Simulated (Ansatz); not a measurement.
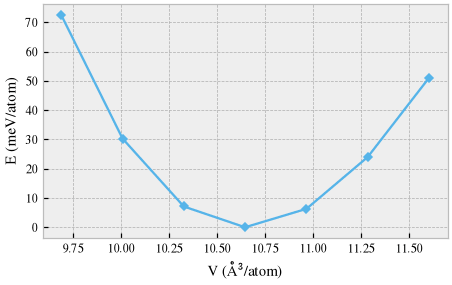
Figure: SiNi$_{2}$ in space group P6_3/mmc (No. 194; Si on 2d, Ni on 2c, Ni on 2a) under volume change, plane-wave PAW r²SCAN (Ansatz code), shape and atoms relaxed at each volume.

Problem. What does a third-order Birch–Murnaghan fit give for V₀, B₀ and B′?

Solution. V₀ = 10.65 Å³/atom, B₀ = 224 GPa, B′ = 4.8.

The first step of the workflow began from a Materials Project structure, measured or hypothetical; the Crystallography Open Database files this formula in space group No. 194, but the cells were not matched. Whether it is the stable phase at ambient conditions was not checked. The r²SCAN relaxation kept the symmetry of its start; whether a distortion lowers the energy is not shown. No spin polarisation was allowed.

Potentials: the later of the program's two PAW sets.
